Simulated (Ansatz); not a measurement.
## Run report: TaH₄ClO₄, geometry relaxation (part 2 of 3)

TaH₄ClO₄; RKS PBE-D4/def2-SVP (Ansatz 0.2.0). The geometry: force-field start.

Geometry of the input (Å):
```
O  -1.2745  -0.6731  -1.0685
Ta 0.4712  0.2415  0.1043
O  0.6483  -2.1421  0.6091
O  -0.8082  0.4344  2.1053
O  1.0143  1.3907  -1.6545
Cl -1.9968  1.7170  0.3646
H  -1.1683  -0.8039  -2.0319
H  1.6949  -2.2350  0.5586
H  -0.3056  0.1127  2.8886
H  1.8078  1.9067  -1.8727
```

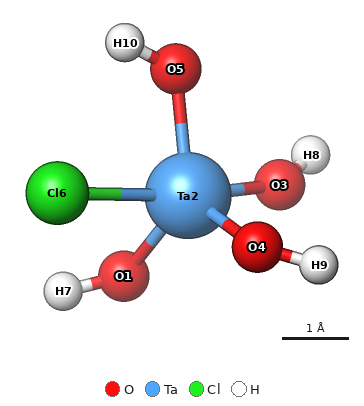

Fig. 1: The geometry at step 16 of the log (ball-and-stick view, seen at a tilt; atoms are numbered from 1 in the order of the input).

**Trajectory as extended XYZ, continued**
```
10
Properties=species:S:1:pos:R:3:forces:R:3 step=4 energy=-22310.35004
O    -1.1627   -0.6880   -1.0381   -0.5904  -0.9153  -1.0619
Ta    0.0275    0.1747    0.0880   -0.7368  -0.0214  -0.5323
O     0.7056   -1.7340    0.5202    1.2041   1.6141  -0.3362
O    -0.5411    0.3586    1.9469    1.3777  -0.5020   0.6682
O     1.0071    1.1916   -1.3410    0.7710  -0.3501   1.3221
Cl   -1.8571    1.7541    0.2095    0.3846   0.5103  -0.7357
H    -1.1489   -0.8009   -2.0153    0.0427   0.1456   0.5488
H     1.6084   -2.1669    0.5604   -1.1451   0.7002  -0.0213
H    -0.2395    0.0459    2.8354    0.0020  -0.1064  -0.8250
H     1.6838    1.8140   -1.7632   -1.3098  -1.0749   0.9734
10
Properties=species:S:1:pos:R:3:forces:R:3 step=5 energy=-22311.47276
O    -1.2308   -0.7900   -1.0852   -0.2929  -0.4187  -0.0163
Ta   -0.0656    0.1616    0.0586   -1.3118  -0.1164   0.0632
O     0.7587   -1.5489    0.4905    1.4255   0.0941  -0.1553
O    -0.4318    0.3452    1.9463    0.4633   0.1440   0.2876
O     1.0259    1.0892   -1.1892    0.9202   0.2970   0.1416
Cl   -1.8085    1.8610    0.0978    0.2676   0.2337  -0.3810
H    -1.2056   -0.8216   -2.0542   -0.0564   0.1041  -0.1032
H     1.6000   -2.0634    0.5543   -0.8182   0.4646  -0.0378
H    -0.1834   -0.0279    2.8118    0.0661  -0.1764  -0.3889
H     1.6242    1.7436   -1.6279   -0.6635  -0.6261   0.5901
10
Properties=species:S:1:pos:R:3:forces:R:3 step=6 energy=-22311.95313
O    -1.3270   -0.9034   -1.0855   -0.0046  -0.0675  -0.1439
Ta   -0.1819    0.1316    0.0494    0.0516  -0.2940  -0.0280
O     0.8807   -1.4431    0.4444   -0.0042   0.5027  -0.2206
O    -0.3795    0.3792    1.9467   -0.0669   0.1108   0.1208
O     1.0743    1.0093   -1.0549   -0.0383  -0.1959   0.1884
Cl   -1.7624    1.9622   -0.0572    0.2355  -0.0258  -0.2017
H    -1.3657   -0.8036   -2.0602   -0.1160   0.0245   0.3656
H     1.6881   -1.9694    0.5220   -0.0316  -0.0025   0.0106
H    -0.1735   -0.0962    2.7701    0.0479  -0.1035  -0.2672
H     1.6301    1.6823   -1.4720   -0.0733   0.0513   0.1760
10
Properties=species:S:1:pos:R:3:forces:R:3 step=7 energy=-22312.08494
O    -1.3450   -0.9631   -1.0240   -0.0177   0.0580  -0.2301
Ta   -0.1761    0.1311    0.0313    0.0986  -0.2680   0.0571
O     0.9413   -1.3905    0.4245    0.0054   0.2989  -0.1037
O    -0.4254    0.3755    1.9218   -0.1139   0.0632   0.1152
O     1.1286    1.0214   -1.0069    0.0548  -0.1646   0.0113
Cl   -1.6694    2.0175   -0.1774    0.1446  -0.0704  -0.1515
H    -1.5346   -0.8767   -1.9824   -0.0359   0.0558   0.4159
H     1.7133   -1.9703    0.4785   -0.0426   0.0335  -0.0090
H    -0.1955   -0.1494    2.7095    0.0415  -0.0455  -0.2608
H     1.6459    1.7535   -1.3721   -0.1346   0.0391   0.1555
10
Properties=species:S:1:pos:R:3:forces:R:3 step=8 energy=-22312.18262
O    -1.3539   -0.9965   -0.9750   -0.3366  -0.0412  -0.8386
Ta   -0.1605    0.1074    0.0256    0.1114   0.1089   0.0052
O     1.0172   -1.3440    0.4270   -0.0470  -0.0469   0.0325
O    -0.4874    0.3706    1.9000   -0.0655  -0.0470   0.2235
O     1.1796    0.9982   -0.9698    0.4211   0.2251  -0.2290
Cl   -1.5833    2.0206   -0.3294    0.0404  -0.0342  -0.0507
H    -1.7045   -0.8482   -1.8907    0.2351  -0.0455   0.8780
H     1.7560   -1.9664    0.4603   -0.0156   0.0388  -0.0209
H    -0.2002   -0.2030    2.6359   -0.0107   0.0570  -0.2061
H     1.6200    1.8102   -1.2809   -0.3327  -0.2149   0.2063
10
Properties=species:S:1:pos:R:3:forces:R:3 step=9 energy=-22312.23121
O    -1.3349   -1.0500   -0.9485   -0.7187   0.2828  -1.2046
Ta   -0.1319    0.0938    0.0046    0.0790   0.0532   0.1284
O     1.0546   -1.3403    0.4307   -0.1719   0.0239   0.0065
O    -0.5299    0.3661    1.8694    0.0638  -0.0763   0.0879
O     1.2437    1.0011   -0.9470    0.5121   0.4447  -0.2119
Cl   -1.5086    2.0221   -0.4616    0.0000  -0.1439   0.0100
H    -1.8558   -0.8114   -1.7733    0.6721  -0.2591   1.1799
H     1.7764   -1.9817    0.4657    0.0240   0.0241  -0.0268
H    -0.2013   -0.2416    2.5616   -0.0694   0.1200  -0.1516
H     1.5708    1.8909   -1.1986   -0.3908  -0.4694   0.1822
10
Properties=species:S:1:pos:R:3:forces:R:3 step=10 energy=-22312.28975
O    -1.3020   -1.0387   -0.9827    0.0226   0.0174   0.0500
Ta   -0.1047    0.0936   -0.0025   -0.0125   0.0389  -0.2456
O     0.9704   -1.4243    0.4356    0.9861  -0.2870  -0.0954
O    -0.4822    0.4360    1.8504   -0.0418  -0.0947  -0.0047
O     1.4012    0.9716   -0.8390   -0.2074  -0.2380   0.2048
Cl   -1.4826    2.0020   -0.5343    0.1877  -0.0567  -0.0816
H    -1.9948   -0.8533   -1.6373   -0.0287   0.1284   0.0235
H     1.8613   -1.8462    0.3687   -0.8017   0.3590   0.0761
H    -0.2954   -0.2776    2.4876    0.0004   0.0385   0.1150
H     1.5119    1.8858   -1.1437   -0.1046   0.0942  -0.0420
10
Properties=species:S:1:pos:R:3:forces:R:3 step=11 energy=-22312.33663
O    -1.3123   -1.0603   -0.9694   -0.0576   0.0739  -0.1798
Ta   -0.0913    0.0804   -0.0251    0.1356  -0.3090   0.1200
O     1.0615   -1.3816    0.3791   -0.1800   0.1228  -0.0601
O    -0.5595    0.3423    1.8058   -0.0314   0.1374   0.1700
O     1.4086    1.0173   -0.7903    0.1006   0.0855  -0.0344
Cl   -1.4348    1.9901   -0.6029    0.0340  -0.0314  -0.0921
H    -2.0267   -0.7851   -1.5722    0.0477   0.0250   0.0608
H     1.8496   -1.9392    0.4004    0.0940  -0.0287  -0.0274
H    -0.2834   -0.2278    2.5432    0.0067  -0.0212   0.0327
H     1.4713    1.9128   -1.1657   -0.1497  -0.0544   0.0103
10
Properties=species:S:1:pos:R:3:forces:R:3 step=12 energy=-22312.34466
O    -1.3093   -1.0579   -0.9744   -0.0146   0.0489  -0.1252
Ta   -0.0875    0.0732   -0.0183    0.0887  -0.2046   0.0333
O     1.0657   -1.3885    0.3804   -0.2275   0.1565  -0.0540
O    -0.5582    0.3465    1.8103   -0.0320   0.1262   0.1365
O     1.4078    1.0191   -0.7833    0.0952   0.0013   0.0107
Cl   -1.4318    1.9823   -0.6131    0.0429  -0.0469  -0.0752
H    -2.0247   -0.7740   -1.5711    0.0313   0.0368   0.0460
H     1.8541   -1.9438    0.3837    0.1511  -0.0746  -0.0250
H    -0.2905   -0.2203    2.5525    0.0131  -0.0354   0.0604
H     1.4574    1.9122   -1.1638   -0.1482  -0.0083  -0.0075
10
Properties=species:S:1:pos:R:3:forces:R:3 step=13 energy=-22312.33881 accepted=F
O    -1.2772   -1.0480   -1.0072   -0.6231   0.2061  -0.3768
Ta   -0.0621    0.0287    0.0220    0.0128   0.0959   0.0966
O     1.0906   -1.4371    0.3641    0.3961  -0.2456  -0.0912
O    -0.5604    0.3527    1.8382    0.0647  -0.2097   0.2331
O     1.4576    1.0202   -0.6573   -0.3078   1.4595  -0.8815
Cl   -1.3466    1.9298   -0.7685    0.0053  -0.0074   0.0087
H    -2.0416   -0.6644   -1.5069    0.6161  -0.2628   0.3671
H     1.9162   -1.9469    0.2351   -0.4030   0.2596   0.0484
H    -0.3577   -0.1715    2.6402   -0.0773   0.2010  -0.2781
H     1.2643    1.8853   -1.1570    0.3161  -1.4966   0.8737
10
Properties=species:S:1:pos:R:3:forces:R:3 step=14 energy=-22312.37497
O    -1.2944   -1.0518   -0.9960    0.0661  -0.0746   0.0411
Ta   -0.0819    0.0508    0.0067   -0.0480   0.0040   0.0417
O     1.0687   -1.4123    0.3755    0.0866  -0.0704  -0.0253
O    -0.5473    0.3612    1.8371   -0.0143   0.0327  -0.0440
O     1.4141    1.0097   -0.7424    0.1498  -0.1038   0.0793
Cl   -1.4026    1.9502   -0.6894    0.0189  -0.0168  -0.0029
H    -2.0129   -0.7168   -1.5573   -0.0690   0.0732  -0.0502
H     1.8791   -1.9420    0.3094   -0.0806   0.0625  -0.0135
H    -0.3085   -0.1949    2.5977   -0.0003  -0.0061   0.0442
H     1.3690    1.8948   -1.1384   -0.1092   0.0992  -0.0705
10
Properties=species:S:1:pos:R:3:forces:R:3 step=15 energy=-22312.38765
O    -1.2731   -1.0563   -0.9976   -0.0334  -0.0104  -0.0281
Ta   -0.0733    0.0398    0.0317    0.0064   0.0054   0.0376
O     1.0833   -1.4251    0.3705    0.0064   0.0097   0.0143
O    -0.5709    0.3595    1.8500    0.0253  -0.0401  -0.0352
O     1.4365    1.0197   -0.6735    0.0181   0.0691  -0.0504
Cl   -1.3904    1.9275   -0.7390    0.0701  -0.0693   0.0034
H    -1.9749   -0.6508   -1.5385   -0.0248  -0.0037  -0.0125
H     1.8843   -1.9538    0.2283   -0.0536   0.0409  -0.0050
H    -0.3214   -0.1626    2.6311   -0.0116   0.0110   0.0540
H     1.2831    1.8511   -1.1601   -0.0029  -0.0126   0.0218
10
Properties=species:S:1:pos:R:3:forces:R:3 step=16 energy=-22312.38938
O    -1.2742   -1.0569   -0.9956   -0.0117  -0.0149  -0.0061
Ta   -0.0706    0.0364    0.0344    0.0027   0.0216   0.0100
O     1.0873   -1.4276    0.3690   -0.0084   0.0170   0.0015
O    -0.5687    0.3524    1.8514    0.0005   0.0045  -0.0768
O     1.4378    1.0234   -0.6683    0.0043   0.0347  -0.0214
Cl   -1.3847    1.9190   -0.7589    0.0603  -0.0576   0.0213
H    -1.9741   -0.6430   -1.5327   -0.0213  -0.0050  -0.0147
H     1.8840   -1.9571    0.2102   -0.0274   0.0219  -0.0083
H    -0.3291   -0.1523    2.6454    0.0026  -0.0141   0.0808
H     1.2752    1.8547   -1.1521   -0.0017  -0.0082   0.0137
10
Properties=species:S:1:pos:R:3:forces:R:3 step=17 energy=-22312.38941
O    -1.2719   -1.0570   -0.9975   -0.0080  -0.0347  -0.0059
Ta   -0.0734    0.0381    0.0348    0.0283  -0.0074   0.0551
O     1.0851   -1.4268    0.3765   -0.1098   0.0949  -0.0016
O    -0.5746    0.3489    1.8515   -0.0117   0.0249  -0.1029
O     1.4404    1.0197   -0.6644   -0.0018   0.0470  -0.0295
Cl   -1.3844    1.9208   -0.7561    0.0590  -0.0471   0.0124
H    -1.9763   -0.6510   -1.5337   -0.0355   0.0069  -0.0289
H     1.8814   -1.9456    0.1943    0.0653  -0.0396  -0.0205
H    -0.3253   -0.1505    2.6451    0.0129  -0.0309   0.1078
H     1.2823    1.8523   -1.1476    0.0013  -0.0141   0.0139
10
Properties=species:S:1:pos:R:3:forces:R:3 step=18 energy=-22312.39168
O    -1.2723   -1.0715   -0.9872    0.0052   0.0222   0.0081
Ta   -0.0674    0.0267    0.0414   -0.0070   0.0427   0.0247
O     1.0948   -1.4365    0.3575    0.0545  -0.0241  -0.0161
O    -0.5785    0.3424    1.8495    0.0349  -0.0707   0.0814
O     1.4430    1.0265   -0.6476    0.0166  -0.0475   0.0162
Cl   -1.3528    1.9072   -0.7811   -0.0455   0.0158  -0.0227
H    -1.9732   -0.6598   -1.5250   -0.0153  -0.0031  -0.0144
H     1.8800   -1.9541    0.1203   -0.0165   0.0097   0.0120
H    -0.3588   -0.0964    2.6902   -0.0243   0.0551  -0.0904
H     1.2684    1.8645   -1.1151   -0.0026  -0.0002   0.0011
10
Properties=species:S:1:pos:R:3:forces:R:3 step=19 energy=-22312.39199
O    -1.2776   -1.0669   -0.9855    0.0302  -0.0006   0.0238
Ta   -0.0698    0.0278    0.0453   -0.0255  -0.0341  -0.0290
O     1.0998   -1.4326    0.3518    0.0316  -0.0552  -0.0134
O    -0.5786    0.3368    1.8532    0.0248  -0.0579   0.0975
O     1.4494    1.0174   -0.6395   -0.0160   0.0079   0.0138
Cl   -1.3635    1.8974   -0.7959    0.0188   0.0247   0.0057
H    -1.9770   -0.6580   -1.5279    0.0067  -0.0026   0.0047
H     1.8842   -1.9464    0.1008   -0.0466   0.0363   0.0166
H    -0.3613   -0.0844    2.7034   -0.0218   0.0597  -0.1027
H     1.2775    1.8578   -1.1030   -0.0021   0.0218  -0.0170
10
Properties=species:S:1:pos:R:3:forces:R:3 step=20 energy=-22312.39598
O    -1.3002   -1.0702   -1.0254   -0.0340   0.0322  -0.0243
Ta   -0.1023    0.0013    0.0351    0.0092   0.0694   0.0462
O     1.0707   -1.4562    0.3444    0.0740  -0.0604  -0.0030
O    -0.6454    0.2593    1.8434   -0.0141  -0.0227  -0.0393
O     1.4398    1.0019   -0.5874   -0.0294  -0.0924   0.0263
Cl   -1.3642    1.9007   -0.7806    0.0018   0.0283  -0.0206
H    -1.9958   -0.6531   -1.5676    0.0274  -0.0244   0.0183
H     1.9082   -1.8941    0.1253   -0.0098   0.0052  -0.0028
H    -0.2238    0.0237    2.6863    0.0047   0.0174   0.0140
H     1.2960    1.8357   -1.0705   -0.0297   0.0474  -0.0149
10
Properties=species:S:1:pos:R:3:forces:R:3 step=21 energy=-22312.28144 accepted=F
O    -1.3235   -1.0823   -1.0447    0.0433   0.0291   0.0786
Ta   -0.1233   -0.0338    0.0398    0.0725   0.0691  -0.1659
O     1.0658   -1.4866    0.3101    0.4132  -0.2413  -0.0556
O    -0.7067    0.1779    1.8378    1.4837   0.0254   2.5366
O     1.4368    0.9842   -0.5232   -0.0848   0.0004  -0.0053
Cl   -1.3401    1.8836   -0.8060   -0.0237   0.0671  -0.0211
H    -2.0022   -0.6501   -1.5940   -0.0159   0.0086  -0.0223
H     1.9312   -1.8642    0.0566   -0.3245   0.1447   0.0754
H    -0.1457    0.1931    2.7232   -1.5396  -0.0197  -2.4805
H     1.2908    1.8271   -0.9967   -0.0242  -0.0833   0.0602
10
Properties=species:S:1:pos:R:3:forces:R:3 step=22 energy=-22312.39720
O    -1.2998   -1.0706   -1.0236   -0.0214   0.0262  -0.0136
Ta   -0.1001   -0.0009    0.0364   -0.0214   0.0422   0.0359
O     1.0751   -1.4583    0.3399    0.0539  -0.0417   0.0003
O    -0.6486    0.2518    1.8427    0.0026  -0.0276   0.0058
O     1.4405    1.0018   -0.5838   -0.0103  -0.0558   0.0127
Cl   -1.3556    1.9029   -0.7874    0.0050   0.0102  -0.0091
H    -1.9946   -0.6540   -1.5664    0.0127  -0.0143   0.0036
H     1.9119   -1.8928    0.1127    0.0035  -0.0004  -0.0063
H    -0.2288    0.0303    2.6910   -0.0107   0.0289  -0.0186
H     1.2831    1.8385   -1.0587   -0.0141   0.0323  -0.0106
10
Properties=species:S:1:pos:R:3:forces:R:3 step=23 energy=-22312.39828
O    -1.3018   -1.0734   -1.0129    0.0274   0.0103   0.0275
Ta   -0.0943   -0.0099    0.0456   -0.0362  -0.0059  -0.0453
O     1.0933   -1.4639    0.3224    0.0440  -0.0445   0.0007
O    -0.6543    0.2390    1.8446    0.0837  -0.0737   0.2309
O     1.4432    0.9996   -0.5710   -0.0093   0.0745  -0.0343
Cl   -1.3331    1.8991   -0.8082    0.0035  -0.0084   0.0123
H    -1.9872   -0.6560   -1.5652   -0.0164   0.0077  -0.0190
H     1.9221   -1.8928    0.0541   -0.0385   0.0302   0.0105
H    -0.2607    0.0629    2.7199   -0.0853   0.0716  -0.2145
H     1.2560    1.8443   -1.0264    0.0271  -0.0617   0.0313
10
Properties=species:S:1:pos:R:3:forces:R:3 step=24 energy=-22312.40833
O    -1.3373   -1.0761   -1.0221    0.0225   0.0016   0.0496
Ta   -0.1185   -0.0461    0.0500    0.0400   0.0858  -0.0815
O     1.0892   -1.4927    0.3035    0.0248  -0.0518  -0.0019
O    -0.6913    0.1414    1.8528    0.0156  -0.0135   0.0646
O     1.4362    0.9656   -0.5307   -0.0122  -0.0206   0.0203
Cl   -1.3032    1.9062   -0.7941   -0.0113  -0.0229   0.0286
H    -2.0005   -0.6550   -1.5979   -0.0150   0.0111  -0.0207
H     1.9619   -1.8107    0.0206   -0.0078   0.0105  -0.0069
H    -0.2171    0.2005    2.7008   -0.0422   0.0294  -0.0704
H     1.2636    1.8158   -0.9800   -0.0143  -0.0296   0.0184
10
Properties=species:S:1:pos:R:3:forces:R:3 step=25 energy=-22312.29761 accepted=F
O    -1.3715   -1.0828   -1.0156   -0.0113   0.0304  -0.0061
Ta   -0.1268   -0.0893    0.0550    0.0058  -0.0338  -0.1477
O     1.0985   -1.5371    0.2586    0.5795  -0.1636  -0.1830
O    -0.7403    0.0403    1.8512    1.4411   0.9658   2.2935
O     1.4436    0.9263   -0.4781   -0.0360   0.0878  -0.0040
Cl   -1.2740    1.9040   -0.7645    0.0327  -0.0270   0.0268
H    -2.0050   -0.6571   -1.6229    0.0305  -0.0218   0.0241
H     2.0087   -1.7424   -0.0589   -0.6126   0.1408   0.2009
H    -0.2069    0.3980    2.6778   -1.4436  -0.9427  -2.2252
H     1.2568    1.7890   -0.8998    0.0139  -0.0358   0.0207
10
Properties=species:S:1:pos:R:3:forces:R:3 step=26 energy=-22312.40519 accepted=F
O    -1.3460   -1.0895   -0.9766   -0.0221   0.0569  -0.1343
Ta   -0.1013   -0.0468    0.0485   -0.1207  -0.1370   0.3686
O     1.1021   -1.5089    0.2705    0.0506  -0.0076  -0.0217
O    -0.7058    0.1350    1.8429    0.1604  -0.0592   0.0900
O     1.4601    0.9713   -0.4864   -0.0288   0.1138  -0.1323
Cl   -1.3023    1.8974   -0.7821    0.0537   0.0048  -0.0687
H    -1.9833   -0.6856   -1.5938   -0.0091  -0.0174   0.0215
H     1.9560   -1.8171   -0.0786   -0.0601   0.0267   0.0464
H    -0.2718    0.2792    2.7047   -0.0683   0.0099  -0.1973
H     1.2755    1.8138   -0.9462    0.0445   0.0091   0.0278
10
Properties=species:S:1:pos:R:3:forces:R:3 step=27 energy=-22312.41119
O    -1.3433   -1.0787   -1.0135    0.0132  -0.0077   0.0210
Ta   -0.1126   -0.0540    0.0483   -0.0014   0.0282   0.0022
O     1.0938   -1.5062    0.2898    0.0418  -0.0253  -0.0237
O    -0.6960    0.1235    1.8484    0.0503  -0.0041   0.0867
O     1.4414    0.9670   -0.5140    0.0036  -0.0086   0.0120
Cl   -1.2949    1.8968   -0.7992   -0.0191   0.0141   0.0119
H    -2.0085   -0.6594   -1.5887   -0.0024   0.0080  -0.0135
H     1.9673   -1.8087   -0.0092   -0.0206   0.0083   0.0026
H    -0.2315    0.2469    2.6957   -0.0582   0.0187  -0.1103
H     1.2672    1.8216   -0.9547   -0.0072  -0.0316   0.0112
```
